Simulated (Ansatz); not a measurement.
# Run report: B$_{2}$SiN$_{2}$H$_{8}$, geometry relaxation (part 2 of 3)

B$_{2}$SiN$_{2}$H$_{8}$, SMILES BN[SiH](B)N; RKS PBE-D4/def2-SVP (Ansatz 0.2.0). The geometry: force-field start.

Geometry of the input (Å):
```
B  -0.8328  1.7568  1.1381
N  -0.7898  0.2804  1.0793
Si -0.0278  -0.1724  -0.4759
B  0.0473  -2.0947  -0.6542
N  1.7033  0.3921  -0.4823
H  -0.3798  2.4098  2.0150
H  -1.4753  2.3929  0.3136
H  -1.7256  -0.0650  1.0406
H  -0.7145  0.4436  -1.5516
H  -0.5733  -2.5980  -1.5487
H  0.4940  -2.7843  0.1774
H  2.1535  0.0709  -1.3367
H  2.1410  -0.0667  0.3004
```

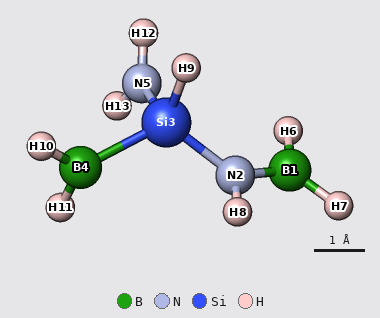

Fig. 1: The geometry at step 11 of the log (ball-and-stick view, seen at an oblique angle; atoms are numbered from 1 in the order of the input).

**Trajectory as extended XYZ, continued**
```
13
Properties=species:S:1:pos:R:3:forces:R:3 step=3 energy=-12324.18968
B    -0.8486    1.8241    1.1523   -0.2195  -0.0075   0.1466
N    -0.8133    0.3589    1.0676   -0.0015   0.2738  -0.1551
Si   -0.0673   -0.2072   -0.4595    0.2967   0.2578   0.3464
B    -0.0498   -2.2099   -0.6208    0.1750  -0.5757  -0.2238
N     1.6277    0.3742   -0.4109   -0.1955  -0.6223  -0.2912
H    -0.1477    2.4231    1.9736    0.0756  -0.1659  -0.4345
H    -1.6251    2.4780    0.4302    0.0659  -0.1601   0.4098
H    -1.7882    0.0118    0.9994    0.0063   0.0861  -0.2002
H    -0.6645    0.5004   -1.6514    0.0117  -0.0292  -0.0961
H    -0.4409   -2.7990   -1.6442    0.1544   0.2701   0.3982
H     0.5513   -2.9206    0.1971   -0.2729   0.3177  -0.1746
H     2.1169    0.2722   -1.3219   -0.1403   0.1659   0.4328
H     2.1696   -0.1404    0.3036    0.0440   0.1896  -0.1584
13
Properties=species:S:1:pos:R:3:forces:R:3 step=4 energy=-12324.38124
B    -0.8498    1.8190    1.1794   -0.2273   0.0899   0.1077
N    -0.8481    0.3687    1.0383   -0.4579   0.3745  -0.3023
Si   -0.0624   -0.2221   -0.4543    0.3153   0.0279   0.1690
B    -0.0262   -2.2325   -0.6124    0.0699  -0.2526  -0.0038
N     1.6221    0.3517   -0.3997    0.0987  -0.5135  -0.2949
H    -0.0380    2.3948    1.8983    0.1192  -0.1353  -0.3881
H    -1.7290    2.4888    0.6005    0.1295  -0.2067   0.4753
H    -1.8441    0.1153    0.8652    0.1860  -0.0392  -0.0954
H    -0.6583    0.4562   -1.6706    0.0557  -0.0280   0.0143
H    -0.3872   -2.8160   -1.6374    0.1314   0.1556   0.2353
H     0.5217   -2.9265    0.2475   -0.1680   0.2217  -0.1676
H     2.1119    0.3372   -1.3130   -0.1894   0.1268   0.3363
H     2.2075   -0.1694    0.2732   -0.0631   0.1788  -0.0859
13
Properties=species:S:1:pos:R:3:forces:R:3 step=5 energy=-12324.55998
B    -0.8702    1.8185    1.2044   -0.0152   0.1804   0.0974
N    -0.8911    0.3856    1.0001   -0.8056   0.4675  -0.4908
Si   -0.0508   -0.2335   -0.4497    0.1960  -0.0585   0.0665
B    -0.0121   -2.2419   -0.6008    0.0145   0.0205   0.0809
N     1.6274    0.3213   -0.3982    0.2357  -0.3798  -0.1986
H     0.0612    2.3710    1.7969   -0.1236  -0.1883  -0.4046
H    -1.8252    2.4972    0.7702    0.2397  -0.2297   0.5316
H    -1.8895    0.1736    0.7638    0.4114  -0.1031   0.0937
H    -0.6380    0.4314   -1.6774    0.0694  -0.0263   0.0163
H    -0.3498   -2.8169   -1.6252    0.0804   0.0278   0.0524
H     0.5044   -2.9209    0.2746   -0.0537   0.0618  -0.0351
H     2.1163    0.3610   -1.3066   -0.1728   0.1113   0.2176
H     2.2376   -0.1809    0.2629   -0.0761   0.1165  -0.0272
13
Properties=species:S:1:pos:R:3:forces:R:3 step=6 energy=-12324.72333
B    -0.9060    1.8173    1.2174    0.1191   0.8140   0.3052
N    -0.9194    0.4233    0.9432   -0.9521  -0.1414  -0.6539
Si   -0.0337   -0.2236   -0.4652    0.1410  -0.1403   0.0681
B    -0.0105   -2.2308   -0.5808   -0.0281   0.1096   0.0418
N     1.6539    0.2747   -0.3955    0.2822  -0.2836  -0.2497
H     0.0928    2.3607    1.7117   -0.2719  -0.1728  -0.4197
H    -1.9233    2.4864    0.9441    0.3089  -0.2182   0.4899
H    -1.9171    0.1896    0.7218    0.5017  -0.1056   0.1081
H    -0.5670    0.4454   -1.7143    0.0472  -0.0364   0.0367
H    -0.3317   -2.8252   -1.5958    0.0703  -0.0114   0.0103
H     0.4860   -2.8837    0.3199   -0.0124  -0.0044   0.0201
H     2.1163    0.3952   -1.3098   -0.1216   0.0865   0.2546
H     2.2798   -0.2638    0.2183   -0.0844   0.1040  -0.0116
13
Properties=species:S:1:pos:R:3:forces:R:3 step=7 energy=-12324.90054
B    -0.9241    1.8404    1.2361   -0.0339  -0.0385  -0.0181
N    -0.9670    0.4512    0.8700   -0.5914   0.6055  -0.3032
Si   -0.0216   -0.2359   -0.4797   -0.0134   0.0278   0.0652
B    -0.0094   -2.2363   -0.5711    0.0583   0.0780   0.0661
N     1.6685    0.2390   -0.3954    0.1739  -0.1803  -0.2485
H     0.1296    2.3608    1.6128   -0.2565  -0.1439  -0.3005
H    -1.9713    2.5101    1.1299    0.3836  -0.2883   0.4213
H    -1.9557    0.1875    0.6797    0.3160  -0.0183   0.0831
H    -0.5293    0.4308   -1.7370    0.0735  -0.0607  -0.0459
H    -0.3018   -2.8393   -1.5860    0.0311  -0.0475  -0.0330
H     0.4744   -2.8777    0.3434   -0.0211  -0.0326   0.0411
H     2.1237    0.4230   -1.3015   -0.0790   0.0438   0.2795
H     2.3042   -0.2882    0.2135   -0.0410   0.0548  -0.0072
13
Properties=species:S:1:pos:R:3:forces:R:3 step=8 energy=-12325.05528
B    -0.9334    1.8455    1.2425   -0.0714  -0.0543   0.0704
N    -1.0014    0.4873    0.8034   -0.4180   0.5684  -0.2498
Si   -0.0218   -0.2364   -0.4996    0.0191  -0.0132  -0.0194
B    -0.0154   -2.2365   -0.5475    0.1251   0.0501   0.0133
N     1.6775    0.1961   -0.4061    0.1623  -0.0604  -0.3461
H     0.1517    2.3614    1.5140   -0.2433  -0.1177  -0.2401
H    -1.9921    2.4904    1.3279    0.3807  -0.2554   0.2627
H    -1.9844    0.1980    0.6463    0.2042  -0.0043   0.1035
H    -0.4921    0.4106   -1.7782    0.0470  -0.0356  -0.0633
H    -0.1830   -2.8518   -1.5871    0.0090  -0.0148   0.0544
H     0.3613   -2.8617    0.4290   -0.0272  -0.0345  -0.0112
H     2.1203    0.5235   -1.2809   -0.1364  -0.1097   0.4265
H     2.3329   -0.3610    0.1515   -0.0508   0.0814  -0.0009
13
Properties=species:S:1:pos:R:3:forces:R:3 step=9 energy=-12325.17906
B    -0.9411    1.8454    1.2583   -0.0506   0.3496   0.0059
N    -1.0445    0.5435    0.7179   -0.3031   0.0619  -0.2136
Si   -0.0288   -0.2310   -0.5345    0.0072  -0.0120   0.0471
B     0.0289   -2.2297   -0.5458   -0.2967  -0.0467   0.1371
N     1.6723    0.1694   -0.4087    0.0765  -0.0100  -0.1852
H     0.1739    2.3550    1.3940   -0.3159  -0.0827  -0.0860
H    -1.9897    2.4698    1.5231    0.5237  -0.3410   0.1559
H    -2.0190    0.2115    0.6366    0.1232   0.0034   0.0463
H    -0.4659    0.3890   -1.8370    0.0614  -0.0486  -0.0638
H    -0.1672   -2.8660   -1.5673    0.1378   0.0203  -0.0105
H     0.3426   -2.8661    0.4487    0.0954   0.0750  -0.0572
H     2.1362    0.5342   -1.2475   -0.0055   0.0034   0.1699
H     2.3225   -0.3596    0.1772   -0.0535   0.0275   0.0542
13
Properties=species:S:1:pos:R:3:forces:R:3 step=10 energy=-12325.22619
B    -0.9351    1.8640    1.2227   -0.2999   0.2607   0.6256
N    -1.0839    0.5891    0.6414   -0.2023   0.0436  -0.2100
Si   -0.0502   -0.2366   -0.5639   -0.1963   0.1885  -0.0094
B    -0.0578   -2.2358   -0.5175    0.7725  -0.1725  -0.1783
N     1.6559    0.1391   -0.4145   -0.1203  -0.1970   0.0271
H     0.1848    2.3612    1.3177   -0.2405  -0.0010  -0.1862
H    -1.9491    2.4321    1.7104    0.6610  -0.3454  -0.2629
H    -2.0501    0.2266    0.6315    0.1446   0.0307   0.0349
H    -0.4413    0.3574   -1.8935    0.0733  -0.0628  -0.0555
H    -0.0880   -2.8692   -1.5723   -0.1968   0.0917   0.2482
H     0.3911   -2.8452    0.4521   -0.3014   0.1071  -0.0778
H     2.1510    0.5392   -1.2136    0.0041   0.0123   0.0078
H     2.2929   -0.3567    0.2144   -0.0980   0.0441   0.0366
13
Properties=species:S:1:pos:R:3:forces:R:3 step=11 energy=-12325.33860
B    -0.9149    1.8319    1.2330   -0.0882   0.2076   0.2409
N    -1.1016    0.6129    0.5559   -0.2679  -0.0227   0.0230
Si   -0.0988   -0.2007   -0.6676   -0.0868  -0.1649   0.2042
B    -0.0167   -2.1889   -0.5324    0.1979  -0.0144  -0.1590
N     1.6070    0.0642   -0.4350    0.1680   0.1323  -0.3206
H     0.1817    2.3703    1.2088   -0.0773   0.0182  -0.1162
H    -1.8507    2.3425    1.8597    0.2730  -0.2295  -0.1000
H    -2.0185    0.1613    0.6707   -0.0408   0.1142  -0.0020
H    -0.4166    0.3950   -2.0112    0.0427  -0.0112  -0.0422
H    -0.0492   -2.8965   -1.5301   -0.0106   0.0137   0.1483
H     0.3665   -2.6934    0.5171   -0.1194   0.0391  -0.1039
H     2.1647    0.5514   -1.1434    0.0180  -0.1193   0.1777
H     2.1674   -0.3846    0.2897   -0.0087   0.0369   0.0497
13
Properties=species:S:1:pos:R:3:forces:R:3 step=12 energy=-12325.36966
B    -0.8861    1.8168    1.2456   -0.1082   0.0693   0.0081
N    -1.1428    0.6268    0.5328   -0.0805   0.1179   0.0793
Si   -0.1137   -0.2160   -0.6576   -0.1747   0.0915  -0.3262
B     0.0059   -2.1977   -0.5593    0.0359  -0.0404   0.1467
N     1.5952    0.0778   -0.4451    0.2351  -0.0919   0.2135
H     0.1772    2.3976    1.0902   -0.0178  -0.0854   0.0719
H    -1.7537    2.2584    1.9968    0.1660  -0.0551  -0.1305
H    -2.0876    0.2363    0.6505    0.1473  -0.0926   0.0578
H    -0.4141    0.3481   -2.0209    0.0033  -0.0059  -0.0445
H     0.0086   -2.9056   -1.5527    0.0363   0.0592   0.0298
H     0.3134   -2.7200    0.5027   -0.0143   0.0124  -0.0589
H     2.2148    0.4687   -1.1606   -0.1633  -0.0216   0.0981
H     2.1031   -0.2258    0.3926   -0.0650   0.0426  -0.1451
13
Properties=species:S:1:pos:R:3:forces:R:3 step=13 energy=-12325.38604
B    -0.8779    1.8119    1.2287    0.1224   0.1529   0.0833
N    -1.1473    0.6367    0.5090   -0.1491  -0.0971  -0.0156
Si   -0.1411   -0.1971   -0.7027   -0.0840  -0.0820  -0.1136
B     0.0098   -2.1738   -0.5617    0.0100   0.0214   0.0745
N     1.5704    0.0443   -0.4479   -0.5051  -0.3988   0.5149
H     0.1913    2.3809    1.0674   -0.0614  -0.0149   0.0032
H    -1.7121    2.2337    2.0134    0.0320   0.0145  -0.0108
H    -2.0557    0.1950    0.6964    0.0285  -0.0276  -0.0148
H    -0.4097    0.3700   -2.0716   -0.0014   0.0194   0.0087
H     0.0527   -2.9050   -1.5346    0.0417   0.0293   0.0008
H     0.3071   -2.6563    0.5216   -0.0161   0.0178  -0.0525
H     2.1874    0.4814   -1.1038    0.5333   0.4084  -0.6174
H     2.0453   -0.2562    0.4008    0.0494  -0.0434   0.1393
13
Properties=species:S:1:pos:R:3:forces:R:3 step=14 energy=-12325.40220
B    -0.8565    1.8208    1.2142   -0.0272  -0.0781  -0.0234
N    -1.1614    0.6281    0.5271    0.0383   0.0449  -0.0583
Si   -0.1909   -0.2076   -0.7183   -0.0116   0.2301  -0.0311
B     0.0143   -2.1577   -0.5762    0.1777  -0.2080  -0.0827
N     1.5358   -0.0205   -0.4531    0.2444   0.0144   0.1068
H     0.1975    2.3894    0.9869   -0.0072   0.0068  -0.0214
H    -1.6474    2.2535    2.0343    0.0108   0.0202   0.0178
H    -2.0468    0.1672    0.7639   -0.0304   0.0081   0.0293
H    -0.4480    0.3806   -2.0834    0.0058   0.0142   0.0702
H     0.2431   -2.8479   -1.5568   -0.0657   0.0611   0.0486
H     0.2016   -2.6607    0.5182    0.0173   0.0047   0.0191
H     2.1831    0.4760   -1.0729   -0.1764  -0.1033  -0.0562
H     1.9959   -0.2557    0.4312   -0.1758  -0.0151  -0.0189
13
Properties=species:S:1:pos:R:3:forces:R:3 step=15 energy=-12325.41617
B    -0.8590    1.8217    1.2126   -0.0362  -0.0026   0.0098
N    -1.1725    0.6386    0.5151   -0.0504  -0.0222   0.0291
Si   -0.2010   -0.1985   -0.7268   -0.1369   0.0316  -0.0016
B     0.0340   -2.1520   -0.5820    0.1054   0.0036   0.0254
N     1.5242   -0.0388   -0.4452    0.2984   0.0013   0.1059
H     0.1908    2.3940    0.9720   -0.0137   0.0081  -0.0099
H    -1.6368    2.2473    2.0532    0.0489  -0.0110  -0.0327
H    -2.0504    0.1685    0.7710    0.0521   0.0402  -0.0218
H    -0.4461    0.4039   -2.0860    0.0151   0.0040   0.0372
H     0.2397   -2.8421   -1.5622   -0.0002   0.0068  -0.0206
H     0.2525   -2.6410    0.5160   -0.0040   0.0324  -0.0376
H     2.1868    0.4150   -1.0821   -0.1463  -0.0991   0.0201
H     1.9579   -0.2513    0.4594   -0.1322   0.0070  -0.1033
13
Properties=species:S:1:pos:R:3:forces:R:3 step=16 energy=-12325.45673
B    -0.8575    1.8459    1.1969   -0.0629   0.0532   0.0194
N    -1.1983    0.6532    0.5305   -0.1331  -0.1392   0.0568
Si   -0.2650   -0.1915   -0.7347   -0.1890  -0.1782   0.0481
B     0.1016   -2.1276   -0.6119    0.1411   0.2813   0.0238
N     1.4754   -0.1434   -0.4243    0.2731  -0.0482   0.0853
H     0.1691    2.4254    0.8838   -0.0017   0.0073  -0.0022
H    -1.5871    2.2795    2.0772    0.0611  -0.0342  -0.0557
H    -2.0533    0.1676    0.8406    0.1560   0.1038  -0.0597
H    -0.4732    0.4614   -2.0761    0.0270   0.0027   0.0407
H     0.3745   -2.7716   -1.6089    0.0133   0.0376   0.0201
H     0.3130   -2.6166    0.4889   -0.0285   0.0511  -0.0822
H     2.1655    0.2654   -1.0683   -0.1602  -0.1695   0.1552
H     1.8556   -0.2824    0.5213   -0.0963   0.0323  -0.2496
13
Properties=species:S:1:pos:R:3:forces:R:3 step=17 energy=-12325.54530
B    -0.8664    1.8712    1.1827    0.0023   0.0700   0.0344
N    -1.2288    0.6661    0.5488   -0.2545  -0.2492   0.1132
Si   -0.3335   -0.1766   -0.7456   -0.3532  -0.3034  -0.0894
B     0.1859   -2.0747   -0.6380    0.3917   0.5492  -0.0628
N     1.4200   -0.2600   -0.4149    0.4236  -0.2281   0.2557
H     0.1301    2.4666    0.7912   -0.0906  -0.0413   0.0327
H    -1.5343    2.2941    2.1175    0.0654  -0.0293  -0.1101
H    -2.0585    0.1610    0.9136    0.3869   0.2214  -0.1526
H    -0.4954    0.5299   -2.0675    0.0345   0.0316   0.0920
H     0.5470   -2.6849   -1.6378   -0.0984   0.1406   0.1638
H     0.3433   -2.5570    0.4728   -0.0553  -0.0052  -0.0728
H     2.1521    0.0715   -1.0697   -0.3528  -0.2470   0.3712
H     1.7586   -0.3417    0.5618   -0.0998   0.0906  -0.5753
13
Properties=species:S:1:pos:R:3:forces:R:3 step=18 energy=-12325.73367
B    -0.8708    1.8900    1.1681   -0.0764   0.0885  -0.1252
N    -1.2376    0.6616    0.5793   -0.2393  -0.3233   0.1635
Si   -0.3929   -0.1746   -0.7530   -0.4792  -0.1094  -0.2691
B     0.2841   -2.0123   -0.6550    0.6646   0.6906   0.0362
N     1.3739   -0.3791   -0.4077    0.2005  -0.5766   0.5500
H     0.0660    2.5185    0.6861   -0.0747  -0.0966   0.0823
H    -1.4987    2.3183    2.1237    0.0587  -0.0263  -0.0312
H    -2.0315    0.1338    0.9958    0.4769   0.2995  -0.1860
H    -0.4992    0.6179   -2.0352    0.0371   0.0114   0.1599
H     0.6871   -2.5884   -1.6615   -0.1967   0.1192   0.2094
H     0.3194   -2.5360    0.4517   -0.0318   0.0092  -0.1798
H     2.1261   -0.1002   -1.0586   -0.2501  -0.1761   0.2167
H     1.6943   -0.3841    0.5812   -0.0894   0.0898  -0.6267
13
Properties=species:S:1:pos:R:3:forces:R:3 step=19 energy=-12325.90685
B    -0.9141    1.9249    1.1143    0.1407  -0.3420   0.2637
N    -1.2292    0.6461    0.6003   -0.1836  -0.0662   0.0344
Si   -0.4212   -0.1835   -0.7548   -0.4822   0.1753  -0.3071
B     0.3641   -1.9690   -0.6598    0.5297   0.6699   0.1308
N     1.3579   -0.4448   -0.3839   -0.0434  -0.8284   0.2720
H     0.0094    2.5459    0.6154   -0.0873   0.0680  -0.1015
H    -1.4773    2.3232    2.1216   -0.0717   0.0743  -0.1369
H    -1.9788    0.0997    1.0579    0.2968   0.2146  -0.0812
H    -0.4675    0.6959   -1.9822    0.0258  -0.0323   0.1272
H     0.6844   -2.5501   -1.6870    0.0051   0.1338   0.1448
H     0.3065   -2.5409    0.4150   -0.0128  -0.0305  -0.0635
H     2.1124   -0.2050   -1.0393   -0.0906  -0.0412   0.0622
H     1.6735   -0.3770    0.5977   -0.0264   0.0049  -0.3449
```
